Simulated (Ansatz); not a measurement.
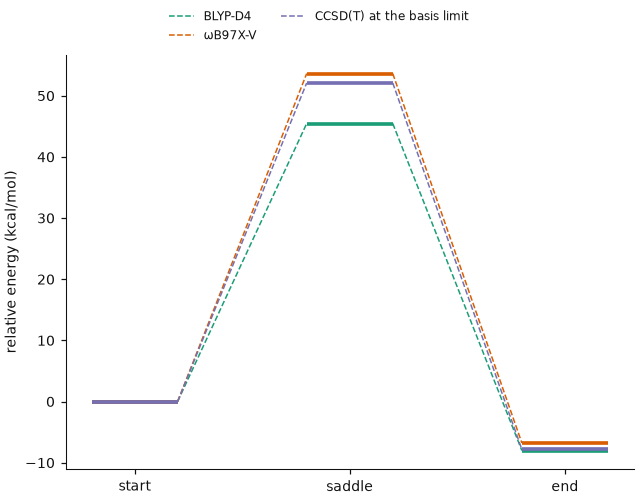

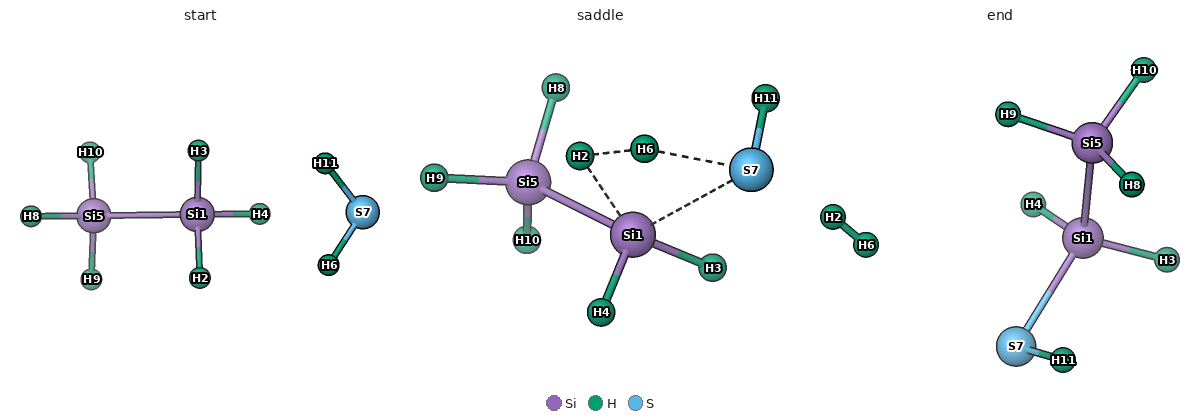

One elementary step of Si₂H₈S: start, first-order saddle point (changing pairs dashed) and end. Electronic energies at PBE0-D4/def2-TZVP geometries, energies in def2-TZVPP, the Ansatz code; cores frozen in correlated methods, no zero-point terms. Start and end are the structures at the ends of the path (complexes, where there are several molecules). The limit is the MP2 basis limit plus CCSD(T) less MP2 in triple zeta. Lines between the levels only guide the eye.

Which bonds change in the step?

Answer. Si1–S7 (3.86 → 2.52 → 2.15 Å) and H2–H6 (3.16 → 1.07 → 0.75 Å) form; Si1–H2 (1.49 → 1.70 → 4.58 Å) and H6–S7 (1.34 → 1.59 → 3.18 Å) break (lengths at start, saddle and end; changes of bond order aren't listed). The imaginary mode at the saddle is 1289.4i cm⁻¹ (PBE0-D4).

What are the heights of saddle and end over the start, in kcal/mol?

Answer.
```tsv
level	barrier	reverse barrier	step energy
BLYP-D4	45.5	53.5	−8.0
ωB97X-V	53.6	60.4	−6.8
CCSD(T) at the basis limit	52.1	59.9	−7.8
```
